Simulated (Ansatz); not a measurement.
# A hypothetical structure for LaInSi3, part 2 of 2

Starting from a made-up structure for LaInSi3, the aim is the relaxed cell, its shortest contacts and, where a second run follows, its electronic structure.

Ansatz 0.2.0; DFT, PBE, plane-wave PAW, files of the set soft_1, scalar-relativistic, no spin, cell and ions relaxed at zero pressure; PAW set soft_1 (the session's first sound run).

So far: The starting structure; Relaxing cell and atoms. The relaxed cell has a = 4.853, c = 9.232 Å (conventional setting).

### Step 3. Electronic structure of the relaxed cell

A second self-consistent run takes a narrower smearing and the mesh shown in its input; the bands follow along the standard path of the relaxed lattice.

This step: DFT, PBE, plane-wave PAW, files of the set soft_1, scalar-relativistic, no spin, bands and density of states at the relaxed cell; PAW set soft_1 (Ansatz 0.2.0).

File input.yaml:

```yaml
crystal:
  lattice:
    - [-2.4264310684, 2.4264310684, 4.6160318936]
    - [2.4264310684, -2.4264310684, 4.6160318936]
    - [2.4264310684, 2.4264310684, -4.6160318936]
  atoms:
    - { symbol: La, position: [0.6053977132, 0.6053977132, 0.0] }
    - { symbol: In, position: [0.2275857938, 0.2275857938, 0.0] }
    - { symbol: Si, position: [-0.0601347807, -0.0601347807, 0.0] }
    - { symbol: Si, position: [0.8623756368, 0.3623756368, 0.5] }
    - { symbol: Si, position: [0.3623756368, 0.8623756368, 0.5] }
kpoints:
  mp_grid: { grid: [10, 10, 10] }
  band_path:
    path:
      - [[0.0, 0.0, 0.0], [0.0, 0.0, 0.5], [-0.13815554, 0.13815554, 0.5], [-0.31907777, 0.31907777, 0.31907777], [0.0, 0.0, 0.0], [0.5, 0.5, -0.5], [0.31907777, 0.68092223, -0.31907777], [0.0, 0.5, 0.0], [0.25, 0.25, 0.25], [0.5, 0.5, -0.13815554], [0.5, 0.5, -0.5]]
      - [[0.0, 0.0, 0.5], [0.25, 0.25, 0.25]]
    npoints: 7
scf:
  occupations: { method: fermi_dirac, width: 0.03 }
  n_extra_bands: 9
hamiltonian:
  xc: pbe
  pseudopotentials: { kind: paw, azcp: { folder: soft_1 } }
output:
  forces: true
  stress: true
  write_bands: true
  dos: { projected: true }
  write_density: true
  write_potential: true
  elf: true
  volumetric_format: npy
```

On the command line:

```sh
$ ansatz run input.yaml --threads 4 --pin off --max-ram 8192MiB --backend cpu --events-out ev --progress --plain --runs-dir out
```

Numbers of over 12 decimals in the logs are rounded to 6 here.

Output:

```text
La: projections on atomic orbitals take those of the free atom [Kr 4d10] 4f0 5s2 5p6 5d1 6s2, of charge +0.00 (hamiltonian.pseudopotentials.projection_atoms); the dataset's partial waves leave at most 1.9e-5 of an orbital's norm unspanned inside its sphere
[...]
Crystal: 5 atoms, lattice volume = 108.709 Å³
Basis set: ecut = 420 eV, 2115 PW (Γ), exchange–correlation on 80×80×80 points (8 copies of the dense FFT grid, shifted against one another)
Bands: 27, of which v1, the nominal top of the filled ones, is band 18 counted from 1 (17 counted from 0)
Symmetry: 8 space group operations
[...]
k-points: 102 of 1000 (time reversal used)
[...]
SCF iter   1: F=—  HF=-13757.094246 eV  |F-HF|=—  |Δ(HF+E_count)|=         —  Δρ=3.10e-2  dr2=2.43e0  ethr=3.10e-3  ⟨swp⟩=6.3  Hψ=14582  notcnv=0
[...]
SCF iter   8: F=-13756.416667 eV  HF=-13756.416667 eV  |F-HF|=2.14e-9  |Δ(HF+E_count)|=   1.12e-9  Δρ=4.67e-6  dr2=2.83e-8  ethr=2.78e-10  ⟨swp⟩=15.6  Hψ=22025  notcnv=0
SCF 1 converged in 8 iterations: F = -13756.416667 eV  dr2 = 2.83e-8
[...]
NSCF: frozen V_eff on 79 k-points
SCF converged after 8 iterations
Free energy (F): -13756.416667 eV
[...]
Internal energy: -13756.414110 eV  (E = F + TS)
E sigma→0 (E₀):  -13756.415389 eV
Entropy (-TS):   -0.002557 eV (-0.511 meV/atom)
Fermi energy:    10.468518 eV
[...]
--- Forces (eV/Å), atoms counted from 1 ---
  atom   1  La     0.00000000     0.00000000     0.00483733
  atom   2  In     0.00000000     0.00000000     0.04454680
  atom   3  Si    -0.00000000    -0.00000000    -0.07260247
  atom   4  Si    -0.00000000    -0.00000000     0.01160545
  atom   5  Si    -0.00000000    -0.00000000     0.01160545
  max |Σ_I F_I| component: 7.43e-6 eV/Å
--- Stress (GPa, compression-positive) ---
        0.176788       0.000000       0.000000
        0.000000       0.176788       0.000000
        0.000000       0.000000      -0.149040
  P = ⅓ Tr σ = 0.0682 GPa (0.682 kbar)
--- Band table (eV; the first three rows and the last of 102) ---
  k-point 0: bands = [... 14 lower, 6.0461, 8.3210, 9.2111, 9.2111, 9.4576, 11.2479, 11.5216, 11.9575, ... 5 higher]
  k-point 1: bands = [... 14 lower, 6.5722, 8.0590, 8.1742, 9.6730, 9.7424, 11.3900, 11.7631, 11.9617, ... 5 higher]
  k-point 2: bands = [... 14 lower, 7.6954, 7.7078, 7.9968, 9.7873, 10.5124, 11.1104, 11.5587, 11.9787, ... 5 higher]
  k-point 101: bands = [... 14 lower, 7.4215, 10.3094, 10.3094, 10.5996, 10.9969, 11.0706, 11.0706, 11.6748, ... 5 higher]
```

It took 13 s on 4 threads of Arm Neoverse V2, shared host; peak memory 0.57 GiB; 50 s of CPU time.

In the SCF lines HF is the Harris–Foulkes energy and dr2 the Hartree energy of the density residual, in eV; the loop may stop once dr2 is under the threshold and the program's other checks hold. Hψ counts applications of the Hamiltonian.

Numbers from this step:

- free energy: -13756.4167 eV
- energy at zero smearing: -13756.4154 eV
- smearing term TS: 0.002557 eV
- Fermi energy: 10.47 eV
- pressure: 0.06818 GPa

From bands.tsv, the bands that come nearest the Fermi level along the path, at its corners, in eV from the Fermi level:

```tsv
point	band 15	band 16	band 17	band 18	band 19	band 20	band 21	band 22
Γ	-4.42	-2.15	-1.26	-1.26	-1.01	0.78	1.05	1.49
X	-2.94	-2.36	1.17	1.17	1.27	1.42	1.43	1.52
Y	-2.44	-2.14	-0.37	0.81	1.02	1.08	1.30	1.53
S	-2.74	-2.14	-1.45	-1.16	0.01	0.87	1.11	1.49
Γ	-4.42	-2.15	-1.26	-1.26	-1.01	0.78	1.05	1.49
Z	-3.05	-0.16	-0.16	0.13	0.53	0.60	0.60	1.21
S1	-2.74	-2.14	-1.45	-1.16	0.01	0.87	1.11	1.49
N	-2.85	-2.52	-1.63	-0.56	0.12	0.60	1.02	1.41
P	-2.66	-2.66	0.10	1.18	1.32	1.32	1.43	1.55
Y1	-2.44	-2.14	-0.37	0.81	1.02	1.08	1.30	1.53
Z	-3.05	-0.16	-0.16	0.13	0.53	0.60	0.60	1.21
X	-2.94	-2.36	1.17	1.17	1.27	1.42	1.43	1.52
P	-2.66	-2.66	0.10	1.18	1.32	1.32	1.43	1.55
```

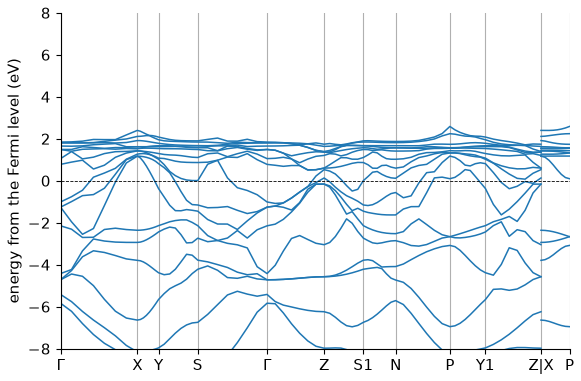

Bands along the path. 10 bands lie wholly below the window drawn.

States per cell as run, both spins, in windows of 1 eV, from dos.tsv (zero at the Fermi level):

| from | to | total |
| --- | --- | --- |
| -8 | -7 | 1.22 |
| -7 | -6 | 1.41 |
| -6 | -5 | 0.84 |
| -5 | -4 | 1.59 |
| -4 | -3 | 1.71 |
| -3 | -2 | 3.45 |
| -2 | -1 | 2.21 |
| -1 | 0 | 2.10 |
| 0 | 1 | 3.45 |

A further 21.4 states lie below the table's range.

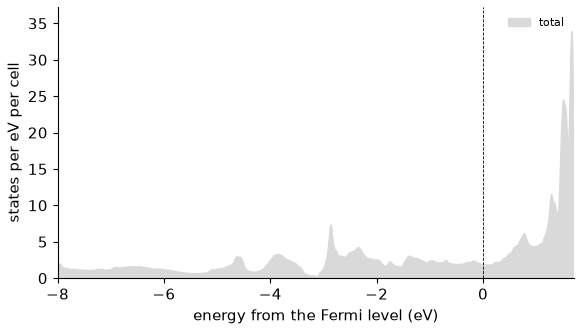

Total density of states, smoothed over about 0.04 eV.

Force by atom:

| atom | x (eV/Å) | y (eV/Å) | z (eV/Å) | size |
| --- | --- | --- | --- | --- |
| La1 | 0.0000 | 0.0000 | 0.0048 | 0.0048 |
| In2 | 0.0000 | 0.0000 | 0.0445 | 0.0445 |
| Si3 | 0.0000 | 0.0000 | -0.0726 | 0.0726 |
| Si4 | 0.0000 | 0.0000 | 0.0116 | 0.0116 |
| Si5 | 0.0000 | 0.0000 | 0.0116 | 0.0116 |

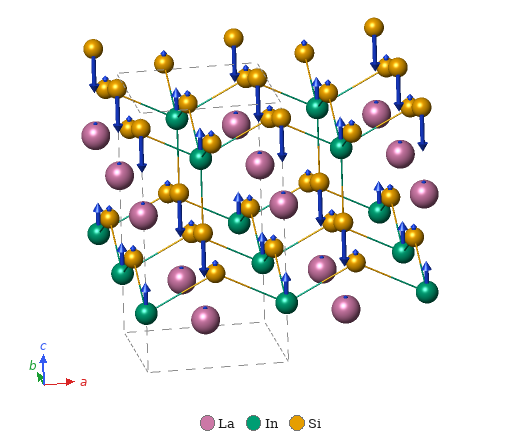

Force as arrows, the longest 0.0726 eV/Å. 2×2×1 conventional cells are drawn. Some periodic images of atoms are drawn too.

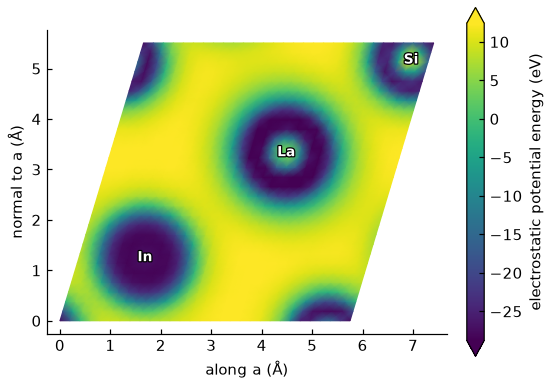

Electrostatic potential energy in the ab plane of the cell as run, not the conventional one, at fractional z = 0.000, with atoms of La and In and Si within 0.2 Å of it. With pseudopotentials it is smooth inside the atoms' cores, unlike the true potential.

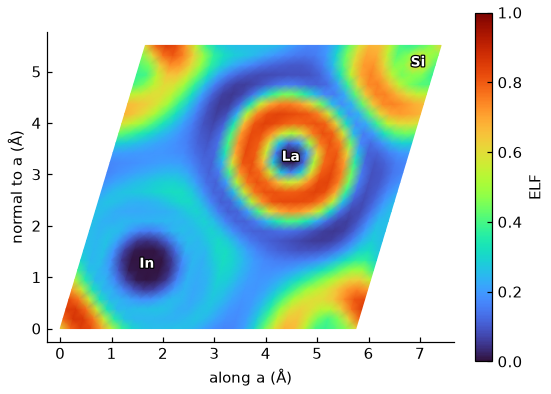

ELF in the ab plane of the cell as run, not the conventional one, at fractional z = 0.000, with atoms of La and In and Si within 0.2 Å of it. It is the smooth field of the valence electrons, not physical close to the nuclei.

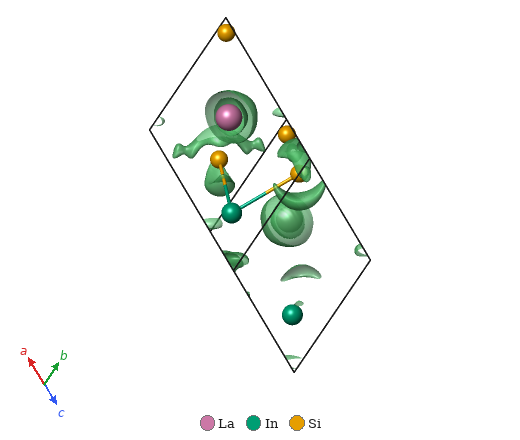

Surface of ELF = 0.78. Drawn on the cell as run, not the conventional one. Bonds to atoms that aren't drawn are left out.

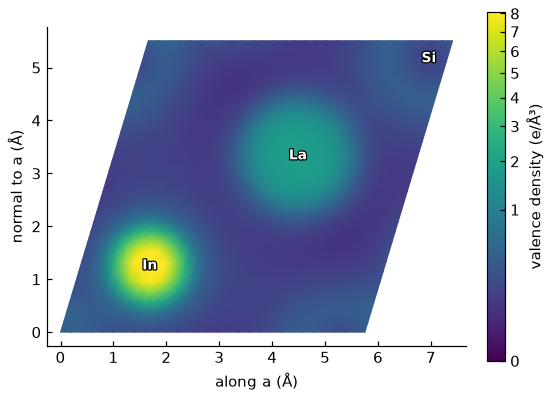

Valence density in the ab plane of the cell as run, not the conventional one, at fractional z = 0.000, with atoms of La and In and Si within 0.2 Å of it. It is the smooth field of the valence electrons, not physical close to the nuclei. The colour scale is stretched toward low values.

### Step 4. What came out

* space group, relaxed: I4mm
* conventional cell: a = 4.853, b = 4.853, c = 9.232 Å; α = 90.0°, β = 90.0°, γ = 90.0°
* volume per atom: 21.74 Å³ (guess 21.44)

What this shows: LaInSi3 relaxes to I4mm with a = 4.853, b = 4.853 and c = 9.232 Å. The guessed volume was near the relaxed one. The space group I4mm was held in the relaxation, so the end point is a stationary structure within it and may be a saddle against distortions or other arrangements. Bands cross the Fermi level, so it is a metal or semimetal at this level. On the 10×10×10 mesh with the narrower smearing (relaxed on 8×8×8) the largest force component is 0.073 eV/Å and the largest stress component is 0.177 GPa, against the relaxation's thresholds of 0.015 eV/Å and 0.05 GPa. The cutoff wasn't tested. Spin-orbit coupling is left out, which can matter for elements this heavy. No dispersion term is used, so weakly bound directions may come out too long. Nothing here tests whether the compound is stable against decomposition.

[Logs are printed without paths, hosts, clocks, repeated set-up lines and the standing remarks that a program may print on its own settings, such as how far it seeks lower states.]

[Hosts, paths, dates, database ids (printed as entryN), source tags and the programs' standing remarks are cut or masked in the printed files.]
